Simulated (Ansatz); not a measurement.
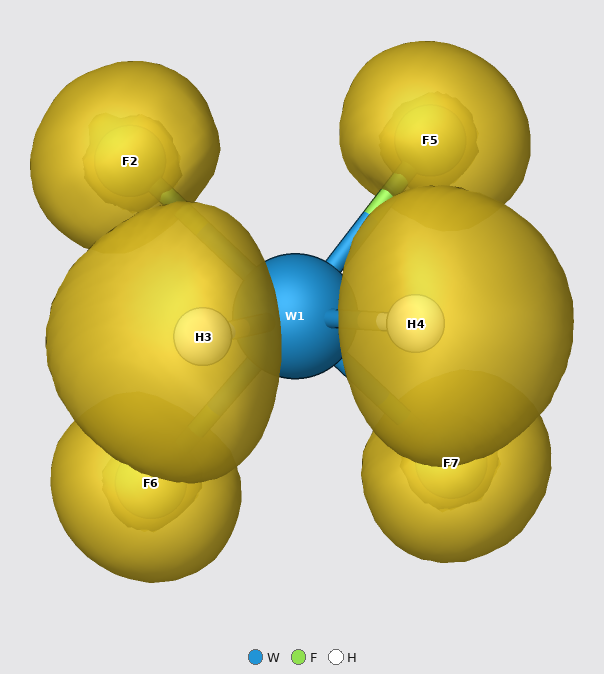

The picture shows: F$_{4}$H$_{2}$W. Isosurface of the ELF at 0.75 (yellow), seen across its widest extent. Only the valence region is drawn (cores and ρ < 0.01 e/Å³ removed).

Core potentials replace the inner electrons of W.

Method: RHF/def2-SVP (Ansatz).

```xyz
7

W     0.0147   -0.1207    0.1185
F    -0.1306   -0.5367    1.9212
H     1.5008    0.4026    0.6139
H     0.5025    1.3541   -0.4413
F    -1.5600    0.8003    0.4433
F     0.9445   -1.6945   -0.1839
F    -0.4623   -0.3351   -1.6621
```

What do the ELF domains correspond to?

Answer. At this value the surface marks out two regions around hydrogen nuclei and four regions wrapped around F (the valence shell of each). Along the contacts the grid gives the following. W–F (1.85 Å): the ELF peaks at about 0.85 in the valence shell of F, 0.5 Å from its nucleus, and drops to about 0.25 between the two atoms. W–H (1.65 Å): the ELF climbs to about 1 towards the hydrogen.
